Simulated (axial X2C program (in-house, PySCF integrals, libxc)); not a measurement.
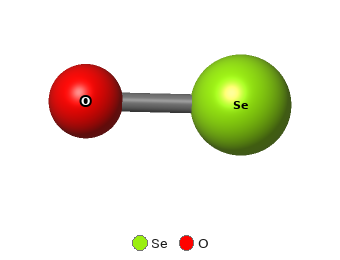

The molecule at the reference distance of 1.635 Å.

**Run report: SeO⁺, relativistic diatomic calculation**

SeO⁺. The reference is closed-shell SeO; the roots are the vertical energies to take an electron from it, which leaves states of SeO⁺. The distance is the PBE0 minimum at charge 0. Computed at this level: EOM-IP-CCSD, two-component X2C with atomic mean-field Coulomb and Gaunt terms, Se dyall-cv3z, O dyall-av3z (cores contracted) (axial X2C program (in-house, PySCF integrals, libxc)).

## Input
```
{"zs": [34, 8], "q": 1, "bas": ["dyall-cv3z", "dyall-av3z"], "r0": 1.64, "eom": "ip", "rq": 0, "thr": -2.0, "nmax": 95, "grid": [1, 0.96, 1.045, 0.92, 1.09, 1.15]}
```

The line is the task of a batch: nuclear charges, charge, bases, a first guess of the distance and further settings. This report covers the levels named above. The log is that of the reference distance 1.635 Å.

Hardware: 1 thread of Arm Neoverse V1, 24 GiB of memory available, shared host.

Launched within a batch (the task file carries these settings):
```bash
python <driver script> task.json out
```

## Log
```
two-component X2C + atomic mean field  HF
basis functions 156  fitting functions 872  grid points 5073
iter        total energy     max residual
   1      -2502.061843932     6.87e-01
   2      -2502.198878064     8.22e-03
   3      -2502.199688125     6.17e-03
   4      -2502.199981160     2.14e-03
   5      -2502.200005598     9.21e-04
   6      -2502.200008462     2.30e-04
   7      -2502.200008757     2.49e-05
   8      -2502.200008775     1.53e-05
   9      -2502.200008783     5.21e-06
  10      -2502.200008784     1.65e-06
converged
one-electron -3655.27609774  Coulomb 1160.96938274  exact exchange -95.02801449  xc functional 0.00000000  nuclear repulsion 88.03437393  atomic mean-field constant -0.89965321
correlated 12  virtual 212  natural virtual 94  E(MP2) -0.411773240  MP2 remainder -0.013859975
iter   CCSD correlation   residual
   1     -0.379739979   1.94e-01
   2     -0.395927122   9.95e-02
   3     -0.401296764   4.23e-02
   4     -0.401642323   2.42e-02
   5     -0.402103899   1.54e-02
   6     -0.402071129   6.03e-03
   7     -0.402108775   1.87e-03
   8     -0.402133088   6.66e-04
   9     -0.402119788   3.20e-04
  10     -0.402126683   1.49e-04
  11     -0.402122225   7.01e-05
  12     -0.402122827   3.01e-05
  13     -0.402122781   1.25e-05
  14     -0.402122693   5.41e-06
  15     -0.402122746   2.04e-06
  16     -0.402122731   1.16e-06
(T) -0.023532392997816554  T1 0.0253  D1 0.0490  max T2 0.169
EOM-IP-CCSD roots
2*Omega      energy/Eh   energy/eV  one-particle weight
    1       0.35013835      9.5277      0.944
    1       0.49996480     13.6047      0.847
    1       0.52370202     14.2507      0.913
    1       0.60142240     16.3655      0.037
    3       0.47366741     12.8891      0.786
    3       0.50221848     13.6661      0.141
    3       0.63269433     17.2165      0.000
    5       0.56843603     15.4679      0.000
```

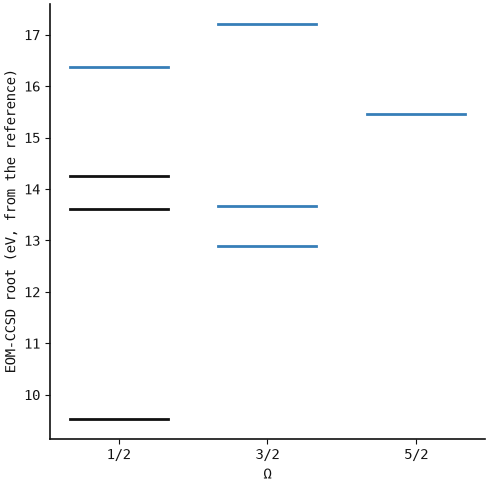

EOM-CCSD roots by Ω at 1.64 Å; roots whose one-particle weight is under 0.8 have the second colour. The lowest has Ω = 1/2 and lies at 9.528 eV, with one-particle weight 0.94. 5 of the 8 roots are less well described at this level.

## Results in brief

- outcome: converged
- HF energy of the reference SeO: −2502.20001 hartree
- MP2 energy of the reference SeO: −2502.61178 hartree
- CCSD energy of the reference SeO (with the MP2 share of the virtual spinors left out of the coupled-cluster step): −2502.61599 hartree
- CCSD(T) energy of the reference SeO: −2502.63952 hartree
- T1 diagnostic (spinor form; for a closed shell √2 times the usual value): 0.025
- wall time: 7.8 s
- peak memory: 0.73 GiB
